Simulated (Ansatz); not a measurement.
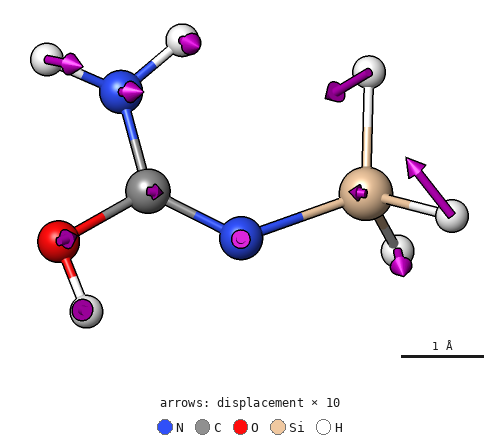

This is a relaxation of CH6N2OSi. The starting structure is drawn; purple arrows show the displacements, magnified 10 times. The two geometries are superimposed by the best rigid fit.

A ball-and-stick model, seen at a tilt.

The start comes from PBE-D4/def2-SVP.

The calculation used RKS PBE0-D4/def2-TZVP in Ansatz.

The input:
```yaml
crystal:
  periodic: [false, false, false]
  atoms:
    - {symbol: N, position_ang: [-0.974196, 0.120301, 1.312502]}
    - {symbol: C, position_ang: [0.021070, -0.649035, 0.771841]}
    - {symbol: O, position_ang: [0.335172, -1.679545, 1.602054]}
    - {symbol: N, position_ang: [0.615688, -0.518791, -0.361019]}
    - {symbol: Si, position_ang: [0.405892, 0.671496, -1.596965]}
    - {symbol: H, position_ang: [-1.183289, 1.015262, 0.873424]}
    - {symbol: H, position_ang: [-1.215932, -0.000276, 2.294849]}
    - {symbol: H, position_ang: [1.025547, -2.172699, 1.111537]}
    - {symbol: H, position_ang: [-0.371528, 1.899120, -1.129776]}
    - {symbol: H, position_ang: [1.747289, 1.154744, -2.079464]}
    - {symbol: H, position_ang: [-0.340212, 0.102424, -2.778483]}
basis:
  gaussian: {orbitals: def2-TZVP}
hamiltonian: {xc: pbe0, dispersion: d4}
relax: {f_tol: 0.005, max_steps: 150}
```

Run as
```bash
ansatz run in.yaml --threads 4 --pin off --events-out ev --progress --plain --max-ram 10444MiB
```

Question: Which element moves most?

Answer: Hydrogen: up to 0.095 Å, against 0.040 Å for nitrogen.

Question: Describe the change and its energy.

Answer: Over 10 geometry steps the energy falls by 5.91 kJ/mol. The largest force component goes from 0.78 to 0.0034 eV/Å. H10 moves most after the best rigid fit: 0.095 Å. By element the largest moves are H 0.095 Å, N 0.040 Å, O 0.034 Å, Si 0.024 Å, C 0.022 Å. Among the contacts that change: N4–Si5 1.729 → 1.705 Å, Si5–H9 1.526 → 1.503 Å, Si5–H10 1.505 → 1.485 Å, C2–N4 1.286 → 1.268 Å.
